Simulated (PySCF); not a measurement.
C4H13N2Si (doublet)

```xyz
20

C    -1.9280   -1.5337    1.1229
C    -1.7885   -0.1745    0.5607
C    -0.7439    0.1367   -0.4459
C    -1.0945    1.3765   -1.2721
N     0.5303    0.3046    0.2479
Si    2.0549   -0.0385   -0.4568
N     3.1593    0.2317    0.8419
H    -1.8050   -2.2882    0.3457
H    -2.8980   -1.6620    1.6011
H    -1.1591   -1.7319    1.8809
H    -2.2578    0.6478    1.0766
H    -0.6101   -0.7176   -1.1189
H    -2.0345    1.2273   -1.7972
H    -1.1902    2.2438   -0.6219
H    -0.3079    1.5707   -1.9968
H     0.4853    1.0587    0.9181
H     2.5426    0.8448   -1.5270
H     1.9354   -1.4120   -0.9708
H     4.1398    0.1479    0.6338
H     2.9647   -0.2213    1.7205
```

Geometry: GFN2-xTB.

Method: UKS B3LYP, pcH-1 on C H N Si, non-relativistic, mean-field spin-orbit, GIAO in PySCF.

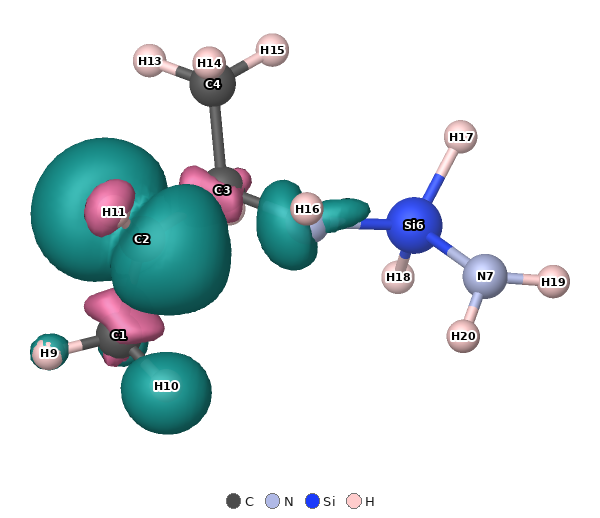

Figure 1. Isosurfaces of the spin density at +0.015 (teal) and −0.015 e/Å³ (pink), seen across its widest extent.

Describe the spin distribution.

Answer. The unpaired spin (1 electron) lies mostly on C2 (about 0.7), in electrons by Hirshfeld's partition.

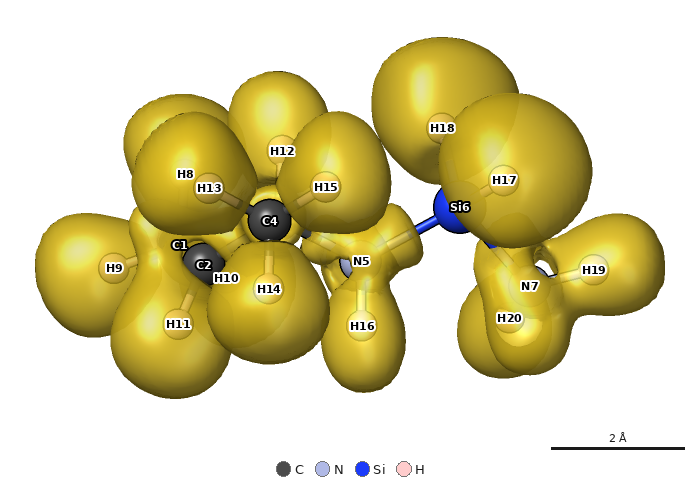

Figure 2. Isosurface of the ELF at 0.75 (yellow), seen from one side. Core shells and regions of very low density are left out.

Where are the electrons localised?

Answer. At this value the surface marks out one region between bonded C–C atoms (shared pairs), ten regions around hydrogen nuclei and two joined regions spread over several atoms (H, N), in which their bonds and any lone pairs are merged. Profiles from the grid: C–N (1.46 Å): the ELF peaks at about 0.90 between the atoms, as expected for localised, covalent bonding. C–C (1.48 Å): the ELF peaks at about 0.95 between the atoms (a covalent bond).

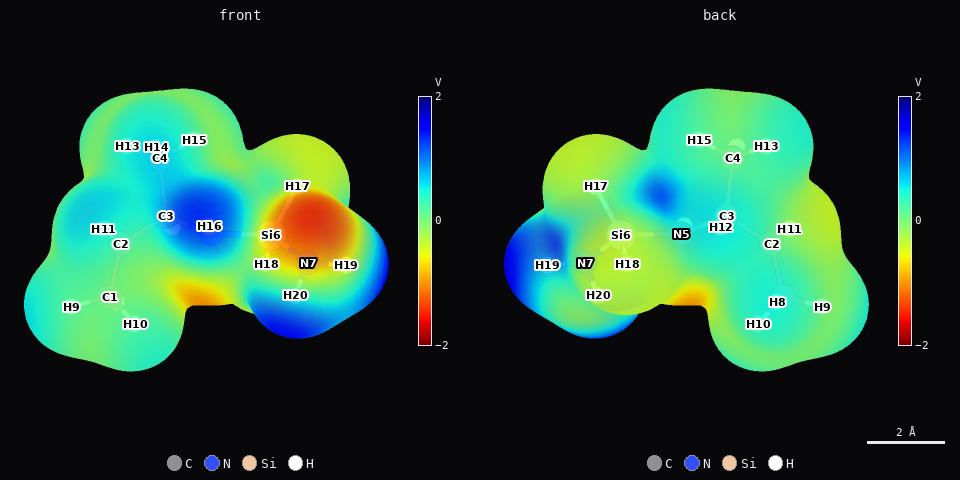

Figure 3. The electrostatic potential painted on the density surface at 0.002 e/bohr³, seen from the front and from behind; the colour scale runs from red (negative) to blue (positive).

Describe the electrostatic potential map.

Answer. The most negative region (about −1.5 V) lies over N7, the most positive (about +1.5 V) over H19 and H20. N7 is the likeliest acceptor of a hydrogen bond.
